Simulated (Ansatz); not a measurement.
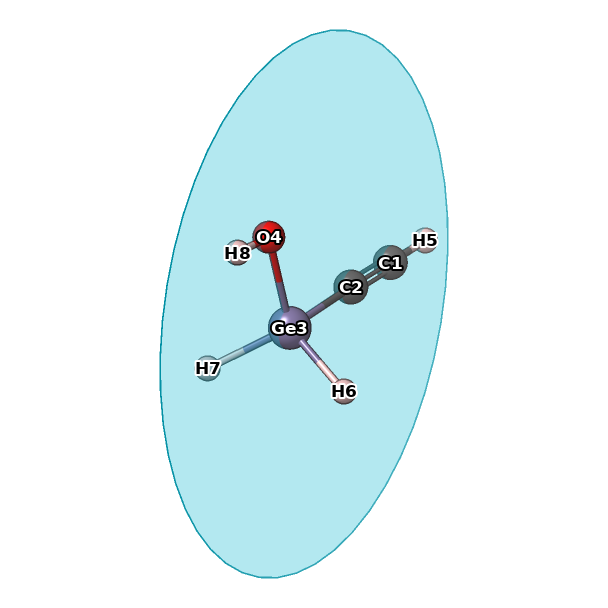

A disc through the centre of mass is drawn in. Depth is shown by fading: the farther an atom, the more it takes the colour of the background. The computed structure is the end point of a PBE-D4/def2-SVP optimisation. No frequency run is at hand to confirm it as a minimum.

**Is the plane of the disc a mirror plane of the structure?**

Yes. The reflection leaves C1, C2, Ge3, O4, H5, H8 in place and moves H6 ↔ H7. The point group is Cs.
